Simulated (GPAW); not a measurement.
# NbSi2P4 monolayer: simulated STM images

Wanted: filled- and empty-state images of NbSi2P4 monolayer, with its work function.

Program: GPAW 26.7.0. Level of theory: GPAW, PAW setups; layer in a repeated cell with vacuum, relaxation of atoms and in-plane cell, in the first sound run; inputs show where later runs differ. Results are calculated unless marked as measured.

## (1) The starting structure

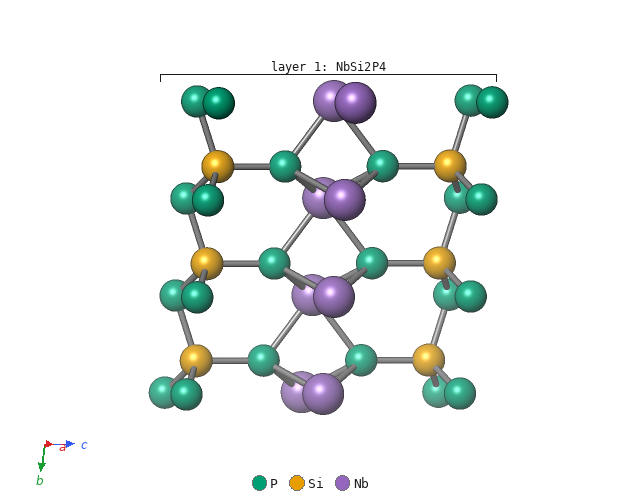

Start, viewed from the side, with the c axis across the page; phosphorus teal, silicon orange, niobium purple. 1×3×1 cells are drawn. Bonds to atoms that aren't drawn are left out. Some periodic images of atoms are drawn too.

The cell holds 7 atoms: 4 P, 2 Si and 1 Nb. Its edges and angles: a = 3.480 Å, b = 3.480 Å, c = 26.571 Å, α = 90.0°, β = 90.0°, γ = 120.0°. Vacuum lies along c.

## (2) Relaxing the atoms

Forces are removed first; all later runs use this geometry.

run.py

```python
import json
import numpy as np
from ase import Atoms
from ase.filters import FrechetCellFilter
from ase.optimize import BFGS
from gpaw import GPAW, PW

slab = Atoms(
    ['P', 'Si', 'P', 'Nb', 'P', 'Si', 'P'],
    positions=[
        [0.00000, 0.00000, 9.00000],
        [-0.00000, 2.00918, 9.64444],
        [-0.00000, 2.00918, 11.75444],
        [0.00000, 0.00000, 13.28541],
        [-0.00000, 2.00918, 14.81638],
        [-0.00000, 2.00918, 16.92638],
        [0.00000, 0.00000, 17.57082]],
    cell=[[3.48, 0.0, 0.0], [-1.74, 3.01377, 0.0], [0.0, 0.0, 26.5708]],
    pbc=[True, True, True],
    magmoms=[0.0, 0.0, 0.0, 1.0, 0.0, 0.0, 0.0])

slab.calc = GPAW(mode=PW(600), xc='PBE', kpts={'size': (9, 9, 1), 'gamma': True},
                 occupations={'name': 'fermi-dirac', 'width': 0.05}, nbands='200%',
                 convergence={'density': 1e-05}, maxiter=200,
                 symmetry={'tolerance': 1e-3}, txt='slab.txt')
result = {}
# The in-plane cell is free; stress needs a cell that repeats along all three vectors
path = []
opt = BFGS(FrechetCellFilter(slab, mask=[1, 1, 0, 0, 0, 1]), maxstep=0.2)
opt.attach(lambda: path.append((slab.get_potential_energy(), slab.positions.tolist(), slab.get_forces().tolist())))
result['relaxed'] = bool(opt.run(fmax=0.02, steps=45))
result['path'] = path
result['cell'] = slab.cell.tolist()
print('in-plane lattice', slab.cell.cellpar().round(4)[[0, 1, 5]])
energy = slab.get_potential_energy()
fermi = slab.calc.get_fermi_level()
v = slab.calc.get_electrostatic_potential().mean((0, 1)) - fermi
n = slab.calc.get_pseudo_density().mean((0, 1))
L = slab.cell[2, 2]
z = np.arange(len(v)) * L / len(v)
low, high = slab.positions[:, 2].min(), slab.positions[:, 2].max()
below, above = np.interp([low - 6.8, high + 6.8], z, v)
slopes = [np.interp(x, z, np.gradient(v, z)) for x in (low - 6.8, high + 6.8)]
eps = np.array([[slab.calc.get_eigenvalues(k, s) for k in range(len(slab.calc.get_ibz_k_points()))]
                for s in range(slab.calc.get_number_of_spins())]) - fermi
top, bottom = eps[eps < 0].max(), eps[eps > 0].min()
dipole = slab.get_dipole_moment()[2]
print(f'energy {energy:.4f} eV, Fermi level {fermi:.4f} eV, dipole {dipole:.5f} e A')
print(f'potential 6.8 A off the faces, from the Fermi level: lower {below:.4f} eV, upper {above:.4f} eV')
print(f'slope of the potential there: lower {slopes[0]:.5f}, upper {slopes[1]:.5f} eV/A')
print(f'nearest levels on the mesh: {top:.4f} and {bottom:.4f} eV')
print('magnetic moment', round(slab.get_magnetic_moment(), 3))
result.update(energy=energy, fermi=fermi, dipole=dipole, below=below, above=above, slopes=slopes, edges=[top, bottom],
              z=z.tolist(), v=v.tolist(), n=n.tolist(), positions=slab.positions.tolist(),
              forces=slab.get_forces(apply_constraint=False).tolist(), moments=slab.get_magnetic_moments().tolist())
json.dump(result, open('result.json', 'w'))
```

On the command line:

```
> OMP_NUM_THREADS=1 OPENBLAS_NUM_THREADS=1 python run.py
```

Log:

```text
Step          Energy          fmax
BFGS:    0      -42.959228        3.701758
BFGS:    1      -43.583723        3.160240
BFGS:    2      -44.639012        0.695050
BFGS:    3      -44.670490        0.700133
BFGS:    4      -44.851558        0.305180
BFGS:    5      -44.864491        0.258396
BFGS:    6      -44.868610        0.264874
BFGS:    7      -44.875286        0.245055
BFGS:    8      -44.886493        0.216108
BFGS:    9      -44.897563        0.187191
BFGS:   10      -44.902491        0.077343
BFGS:   11      -44.903205        0.011453
in-plane lattice [  3.5298   3.5298 120.    ]
energy -44.8903 eV, Fermi level -0.0086 eV, dipole 0.00038 e A
potential 6.8 A off the faces, from the Fermi level: lower 5.4709 eV, upper 5.4701 eV
slope of the potential there: lower 0.00027, upper 0.00020 eV/A
nearest levels on the mesh: -0.0790 and 0.0009 eV
magnetic moment -0.0
```

Wall time 22 min (1 thread of Intel Xeon Gold 6455B (Sapphire Rapids), shared host); peak memory 0.75 GiB.

This step gave:

```
dipole along the normal                    : 3.78e-4 e·Å
levels nearest the Fermi level on the mesh : -0.07900, 9.45e-4 eV from the Fermi level
sum of the site moments                    : 0 μB
```

The electrostatic potential energy of an electron (without an applied field's), less the Fermi level, planar mean oscillates, so the rows of the table below give means over windows of 1.66 Å about each position, cut where the curve ends. Its maxima inside the range that stand out by 2 % of the span (Å: eV): 9.1: -10.9, 10.7: 2.05, 12.5: -5.45, 14.1: -5.45, 15.9: 2.05, 17.5: -10.9. Its minima: 8.6: -14.1, 9.5: -12.4, 11.8: -11.9, 13.3: -17.6, 14.8: -11.9, 17.1: -12.4, 18.0: -14.1.

The electrostatic potential energy of an electron (without an applied field's), less the Fermi level, planar mean by z; means over each step:

| z (Å) | electrostatic potential energy of an electron (without an applied field's), less the Fermi level, planar mean (eV) |
| --- | --- |
| 0.83 | 5.47 |
| 2.49 | 5.47 |
| 4.15 | 5.47 |
| 5.81 | 5.44 |
| 7.47 | 1.42 |
| 9.13 | -11.5 |
| 10.79 | -1.45 |
| 12.45 | -10.2 |
| 14.11 | -10.2 |
| 15.77 | -1.45 |
| 17.43 | -11.5 |
| 19.09 | 1.31 |
| 20.75 | 5.43 |
| 22.41 | 5.47 |
| 24.07 | 5.47 |
| 25.73 | 5.47 |

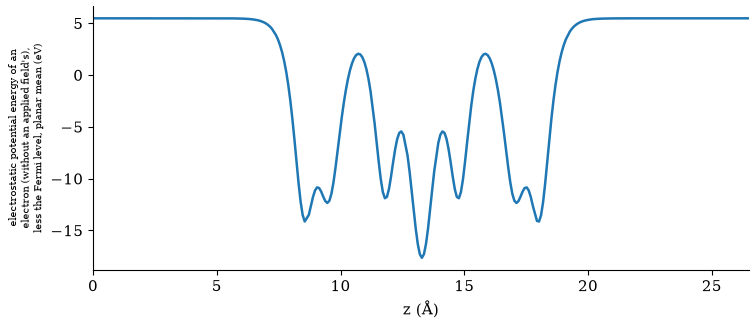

Electrostatic potential energy of an electron (without an applied field's), less the Fermi level, planar mean, plotted against z.

The pseudo valence density, planar mean oscillates, so the rows of the table below give means over windows of 2.5 Å about each position, cut where the curve ends. Its maxima inside the range that stand out by 2 % of the span (Å: e/Å³): 9.0: 0.415, 13.3: 1.13, 17.6: 0.415. Its minima: 10.5: 0.146, 16.1: 0.146.

The pseudo valence density, planar mean by z; means over each step:

| z (Å) | pseudo valence density, planar mean (e/Å³) |
| --- | --- |
| 2.5 | 0 |
| 5.0 | 3.9e-4 |
| 7.5 | 0.136 |
| 10.0 | 0.237 |
| 12.5 | 0.553 |
| 15.0 | 0.284 |
| 17.5 | 0.277 |
| 20.0 | 0.0323 |
| 22.5 | 2.5e-5 |

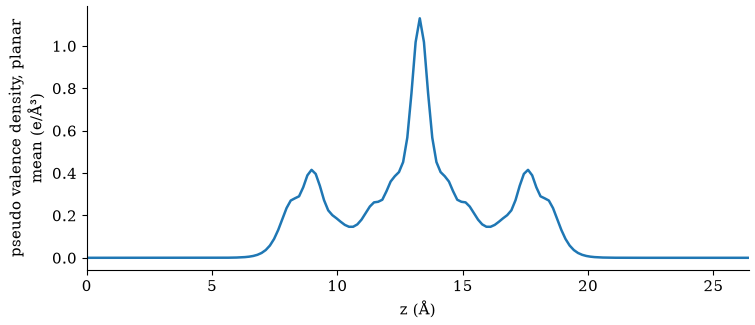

Pseudo valence density, planar mean against z.

The relaxation lowered the energy of the cell by 1.94 eV (energies extrapolated to zero smearing; the optimiser's log prints free energies). The largest force left on a free atom is 0.011 eV/Å.

## (3) The slab's potential

With the geometry fixed, the planar mean of the potential gives the vacuum level on each side.

This step: GPAW, PAW setups; slab in vacuum (GPAW 26.7.0).

The cell differs from the one that the last finished run ended in (c 26.571 → 27.517 Å).

run.py

```python
import json
import numpy as np
from ase import Atoms
from ase.dft.stm import STM
from gpaw import GPAW, PW

slab = Atoms(
    ['P', 'Si', 'P', 'Nb', 'P', 'Si', 'P'],
    positions=[
        [0.00000, -0.00000, 9.00000],
        [0.00000, 2.03793, 10.00908],
        [-0.00000, 2.03793, 12.27409],
        [0.00000, 0.00000, 13.75855],
        [-0.00000, 2.03793, 15.24301],
        [0.00000, 2.03793, 17.50803],
        [0.00000, -0.00000, 18.51711]],
    cell=[[3.52979, -0.0, 0.0], [-1.7649, 3.05689, 0.0], [0.0, 0.0, 27.5171]],
    pbc=[True, True, False],
    magmoms=[0.0, 0.0, 0.0, 1.0, 0.0, 0.0, 0.0])

slab.calc = GPAW(mode=PW(400), xc='PBE', kpts={'size': (9, 9, 1), 'gamma': True},
                 occupations={'name': 'fermi-dirac', 'width': 0.05}, nbands='200%',
                 convergence={'density': 1e-05}, maxiter=200,
                 poissonsolver={'dipolelayer': 'xy'},
                 symmetry={'tolerance': 1e-3}, txt='slab.txt')
result = {}
energy = slab.get_potential_energy()
fermi = slab.calc.get_fermi_level()
v = slab.calc.get_electrostatic_potential().mean((0, 1)) - fermi
n = slab.calc.get_pseudo_density().mean((0, 1))
L = slab.cell[2, 2]
z = np.arange(len(v)) * L / len(v)
low, high = slab.positions[:, 2].min(), slab.positions[:, 2].max()
below, above = np.interp([low - 6.8, high + 6.8], z, v)
slopes = [np.interp(x, z, np.gradient(v, z)) for x in (low - 6.8, high + 6.8)]
eps = np.array([[slab.calc.get_eigenvalues(k, s) for k in range(len(slab.calc.get_ibz_k_points()))]
                for s in range(slab.calc.get_number_of_spins())]) - fermi
top, bottom = eps[eps < 0].max(), eps[eps > 0].min()
dipole = slab.get_dipole_moment()[2]
print(f'energy {energy:.4f} eV, Fermi level {fermi:.4f} eV, dipole {dipole:.5f} e A')
print(f'potential 6.8 A off the faces, from the Fermi level: lower {below:.4f} eV, upper {above:.4f} eV')
print(f'slope of the potential there: lower {slopes[0]:.5f}, upper {slopes[1]:.5f} eV/A')
print(f'nearest levels on the mesh: {top:.4f} and {bottom:.4f} eV')
print('magnetic moment', round(slab.get_magnetic_moment(), 3))
result.update(energy=energy, fermi=fermi, dipole=dipole, below=below, above=above, slopes=slopes, edges=[top, bottom],
              z=z.tolist(), v=v.tolist(), n=n.tolist(), positions=slab.positions.tolist(),
              forces=slab.get_forces(apply_constraint=False).tolist(), moments=slab.get_magnetic_moments().tolist())

# Images need the states of the whole zone, up to time reversal
slab.calc = slab.calc.fixed_density(symmetry={'point_group': False}, txt='states.txt', nbands='290%',
                                    convergence={'bands': 'CBM+1.3'})
stm = STM(slab)
result['stm'] = []
for bias in [-1.0, 1.0]:
    height = high + 4.0
    current = stm.get_averaged_current(bias, height)
    x, y, h = stm.scan(bias, current)
    i, f = divmod(height / L * stm.ldos.shape[2], 1)
    I = abs((1 - f) * stm.ldos[:, :, int(i)] + f * stm.ldos[:, :, int(i) + 1])
    print(f'bias {bias} V: mean current at 4.0 A {current:.4e}, corrugation {np.ptp(h):.4f} A')
    result['stm'].append(dict(bias=bias, current=current, h=(h - high).tolist(), I=I.tolist()))
json.dump(result, open('result.json', 'w'))
```

Log:

```text
energy -44.8709 eV, Fermi level -0.1965 eV, dipole 0.00009 e A
potential 6.8 A off the faces, from the Fermi level: lower 5.4716 eV, upper 5.4699 eV
slope of the potential there: lower 0.00004, upper -0.00004 eV/A
nearest levels on the mesh: -0.0789 and 0.0008 eV
magnetic moment 0.0
bias -1.0 V: mean current at 4.0 A 2.8782e-06, corrugation 0.2443 A
bias 1.0 V: mean current at 4.0 A 2.7114e-06, corrugation 0.0741 A
```

Wall time 5.1 min (1 thread); peak memory 0.89 GiB.

This step gave:

| Property | Result |
| --- | --- |
| dipole along the normal | 9.16e-5 e·Å |
| levels nearest the Fermi level on the mesh | -0.07894, 8.49e-4 eV from the Fermi level |
| upper work function | 5.470 eV |
| lower work function | 5.472 eV |
| corrugation -1 | 0.2443 Å |
| corrugation 1 | 0.07410 Å |

The electrostatic potential energy of an electron (without an applied field's), less the Fermi level, planar mean oscillates, so the rows of the table below give means over windows of 1.72 Å about each position, cut where the curve ends. Its maxima inside the range that stand out by 2 % of the span (Å: eV): 9.6: -10.8, 11.2: 2.04, 12.9: -5.45, 14.6: -5.45, 16.3: 2.04, 18.0: -10.8. Its minima: 9.0: -14.2, 9.9: -12.3, 12.3: -11.9, 13.8: -17.6, 15.3: -11.9, 17.6: -12.3, 18.5: -14.2.

Table of electrostatic potential energy of an electron (without an applied field's), less the Fermi level, planar mean by z; means over each step:

```csv
z (Å),"electrostatic potential energy of an electron (without an applied field's), less the Fermi level, planar mean (eV)"
0.86,5.47
2.58,5.47
4.30,5.47
6.02,5.45
7.74,2.91
9.46,-11.5
11.18,-1.53
12.90,-10.2
14.62,-10.2
16.34,-1.53
18.06,-11.5
19.78,2.93
21.50,5.45
23.22,5.47
24.94,5.47
26.66,5.47
```

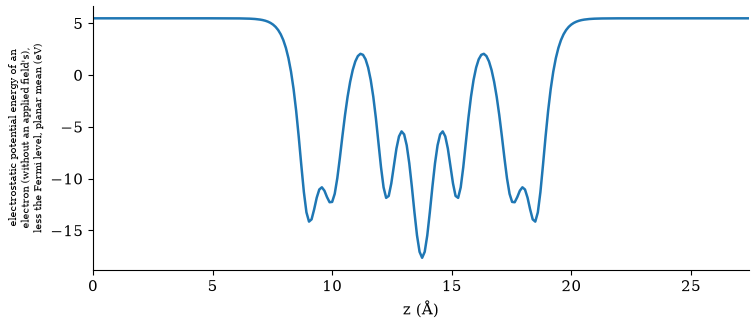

Electrostatic potential energy of an electron (without an applied field's), less the Fermi level, planar mean against z.

The pseudo valence density, planar mean oscillates, so the rows of the table below give means over windows of 2 Å about each position, cut where the curve ends. Its maxima inside the range that stand out by 2 % of the span (Å: e/Å³): 9.5: 0.415, 13.8: 1.13, 18.1: 0.415. Its minima: 11.0: 0.146, 16.6: 0.146.

Pseudo valence density, planar mean against z; means over each step:

```csv
z (Å),"pseudo valence density, planar mean (e/Å³)"
4,3.2e-6
6,0.00114
8,0.131
10,0.270
12,0.266
14,0.655
16,0.212
18,0.298
20,0.0654
22,2.8e-4
24,0
```

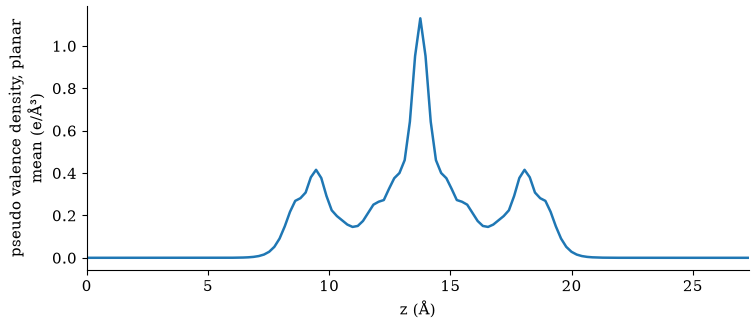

Pseudo valence density, planar mean against z.

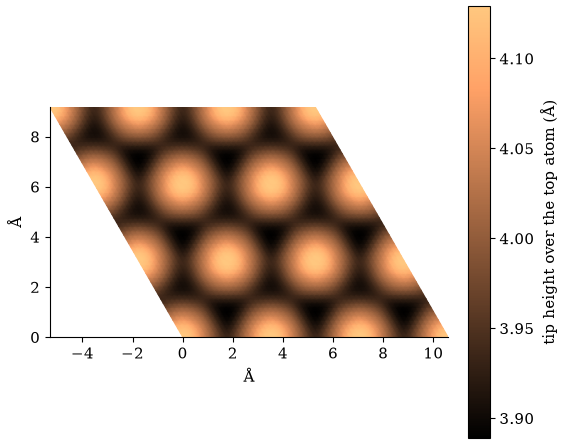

Tip height over the top atom over a1 and a2. Sample bias -1 V, constant current at the mean current 4.0 Å over the top atom. The cell is repeated, with its origin at the lower left corner.

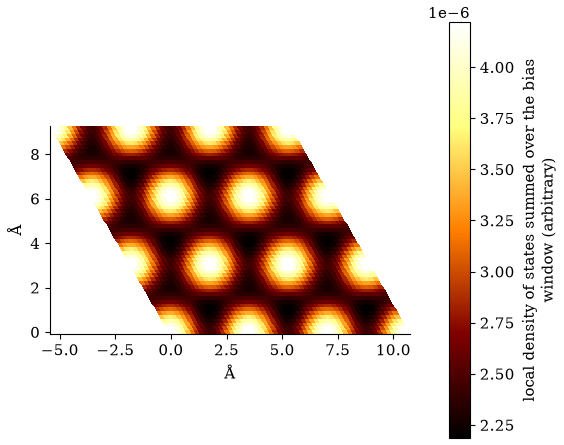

Local density of states summed over the bias window over a1 and a2. Sample bias -1 V, constant height 4.0 Å over the top atom. The cell is repeated, with its origin at the lower left corner.

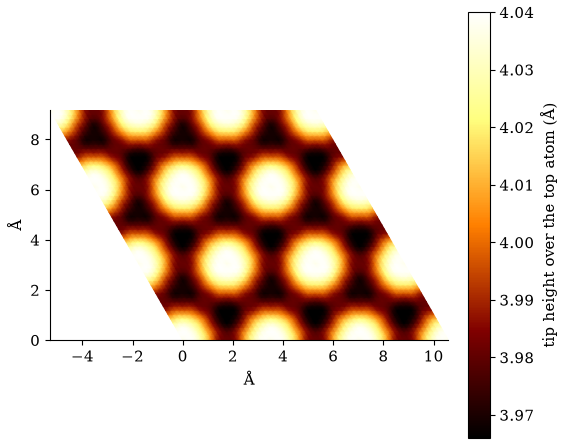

Tip height over the top atom over a1 and a2. Sample bias 1 V, constant current at the mean current 4.0 Å over the top atom. The cell is repeated, with its origin at the lower left corner.

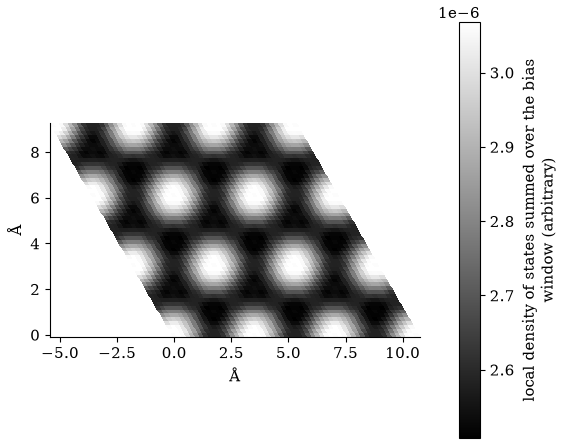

Local density of states summed over the bias window over a1 and a2. Sample bias 1 V, constant height 4.0 Å over the top atom. The cell is repeated, with its origin at the lower left corner.

The potential is flat to 4.3e-5 eV/Å where it is read, so the vacuum is wide enough.

## (4) A changed run

One more run, with changed settings.

run.py

```python
import json
import numpy as np
from ase import Atoms
from gpaw import GPAW, PW

slab = Atoms(
    ['P', 'Si', 'P', 'Nb', 'P', 'Si', 'P'],
    positions=[
        [0.00000, -0.00000, 9.00000],
        [0.00000, 2.03793, 10.00908],
        [-0.00000, 2.03793, 12.27409],
        [0.00000, 0.00000, 13.75855],
        [-0.00000, 2.03793, 15.24301],
        [0.00000, 2.03793, 17.50803],
        [0.00000, -0.00000, 18.51711]],
    cell=[[3.52979, -0.0, 0.0], [-1.7649, 3.05689, 0.0], [0.0, 0.0, 27.5171]],
    pbc=[True, True, False],
    magmoms=[0.0, 0.0, 0.0, 1.0, 0.0, 0.0, 0.0])

slab.calc = GPAW(mode=PW(400), xc='PBE', kpts={'size': (9, 9, 1), 'gamma': True},
                 occupations={'name': 'fermi-dirac', 'width': 0.05}, nbands='200%',
                 convergence={'density': 1e-05}, maxiter=100,
                 poissonsolver={'dipolelayer': 'xy'},
                 symmetry={'tolerance': 1e-3}, txt='slab.txt')
result = {}
energy = slab.get_potential_energy()
fermi = slab.calc.get_fermi_level()
v = slab.calc.get_electrostatic_potential().mean((0, 1)) - fermi
n = slab.calc.get_pseudo_density().mean((0, 1))
L = slab.cell[2, 2]
z = np.arange(len(v)) * L / len(v)
low, high = slab.positions[:, 2].min(), slab.positions[:, 2].max()
below, above = np.interp([low - 1.0, high + 1.0], z, v)
slopes = [np.interp(x, z, np.gradient(v, z)) for x in (low - 1.0, high + 1.0)]
eps = np.array([[slab.calc.get_eigenvalues(k, s) for k in range(len(slab.calc.get_ibz_k_points()))]
                for s in range(slab.calc.get_number_of_spins())]) - fermi
top, bottom = eps[eps < 0].max(), eps[eps > 0].min()
dipole = slab.get_dipole_moment()[2]
print(f'energy {energy:.4f} eV, Fermi level {fermi:.4f} eV, dipole {dipole:.5f} e A')
print(f'potential 1.0 A off the faces, from the Fermi level: lower {below:.4f} eV, upper {above:.4f} eV')
print(f'slope of the potential there: lower {slopes[0]:.5f}, upper {slopes[1]:.5f} eV/A')
print(f'nearest levels on the mesh: {top:.4f} and {bottom:.4f} eV')
print('magnetic moment', round(slab.get_magnetic_moment(), 3))
result.update(energy=energy, fermi=fermi, dipole=dipole, below=below, above=above, slopes=slopes, edges=[top, bottom],
              z=z.tolist(), v=v.tolist(), n=n.tolist(), positions=slab.positions.tolist(),
              forces=slab.get_forces(apply_constraint=False).tolist(), moments=slab.get_magnetic_moments().tolist())
json.dump(result, open('result.json', 'w'))
```

Log:

```text
energy -44.8709 eV, Fermi level -0.1965 eV, dipole 0.00009 e A
potential 1.0 A off the faces, from the Fermi level: lower 3.0501 eV, upper 3.0485 eV
slope of the potential there: lower -6.94717, upper 6.94698 eV/A
nearest levels on the mesh: -0.0789 and 0.0008 eV
magnetic moment 0.0
```

Wall time 1.7 min (1 thread); peak memory 0.35 GiB.

The run finished. A setting was moved off its sound value on purpose, so it serves as a test and not as the result.

The fault put into the input: the potential probed 1 A off the face (probe = 1.0).

## (5) Results

| Item | Value |
| --- | --- |
| work function, both faces | 5.47 eV |
| dipole along the normal | 9.2e-5 e Å, near the numerical noise |
| corrugation at -1 V | 0.244 Å |
| corrugation at 1 V | 0.0741 Å |

**Reading.** The corrugation at constant current is largest at -1 V, where the tip height varies by 0.24 Å over the cell. Negative sample bias images filled states, positive bias empty ones. The images are of Tersoff-Hamann type: an s-wave tip, no tip-sample forces, heights closer than in a microscope. One magnetic start was tried; another order may lie lower. The layer's cell and atoms come from the relaxation; spin-orbit coupling and temperature are left out.

[Logs are printed without paths, hosts, clocks, repeated set-up lines and the standing remarks that a program may print on its own settings, such as how far it seeks lower states.]

[Hosts, paths, dates, database ids (printed as entryN), source tags and the programs' standing remarks are cut or masked in the printed files.]
